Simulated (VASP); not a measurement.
Band structure of H (relaxed from the bcc structure, space group Im-3m). These are PBEsol GGA, VASP's PBE PAW potentials (set 64) (plane waves; VASP) values and carry that method's errors.

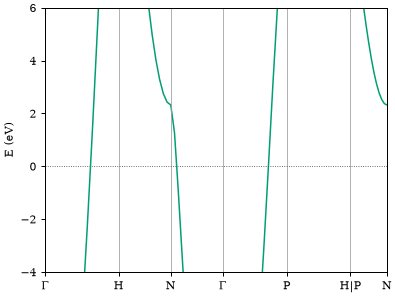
Bands along high-symmetry lines, zero at the valence-band maximum or, without a gap, the Fermi level

Question: Read the plot: is there a gap, and where are the band edges?

Answer: It has no gap at this level: it comes out as a metal or semimetal. (Edges off the drawn lines would not show.)

The structure was generated: H was put into the bcc type (Im-3m), which need not be its known phase. It was relaxed first.
